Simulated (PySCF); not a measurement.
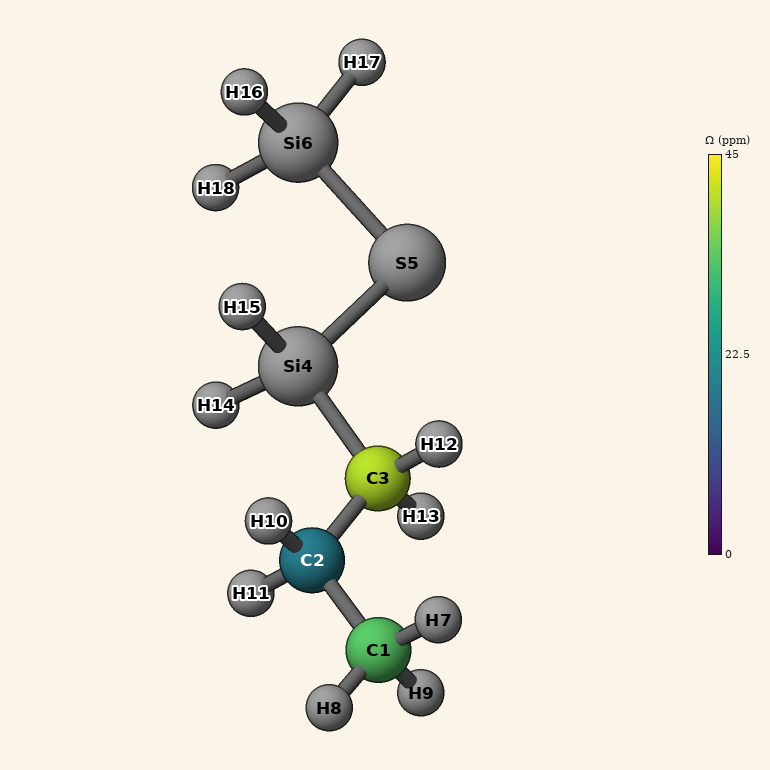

The C atoms are coloured by the span of their shielding tensor. The geometry was computed by an optimisation with PBE0-D3(BJ)/def2-SVP. No frequency run is at hand to confirm it as a minimum. Method: GIAO WP04/pcSseg-1 NMR shielding, non-relativistic, gas phase (PySCF 2.14.0). Principal shieldings σ11 ≤ σ22 ≤ σ33, span Ω = σ33 − σ11, skew κ = 3(σiso − σ22)/Ω.

Question: Which C atom has the most anisotropic shielding?

Answer: C3, with a span of 40 ppm.

Give the shielding tensors of the C atoms.

| atom | σ11 | σ22 | σ33 | σiso | Ω | κ |
| --- | --- | --- | --- | --- | --- | --- |
| C1 | 138.4 | 144.1 | 171.7 | 151.4 | 33.3 | 0.65 |
| C2 | 140.6 | 147.5 | 159.5 | 149.2 | 18.9 | 0.26 |
| C3 | 138.0 | 146.5 | 178.0 | 154.2 | 40.1 | 0.57 |

Shieldings and span in ppm.
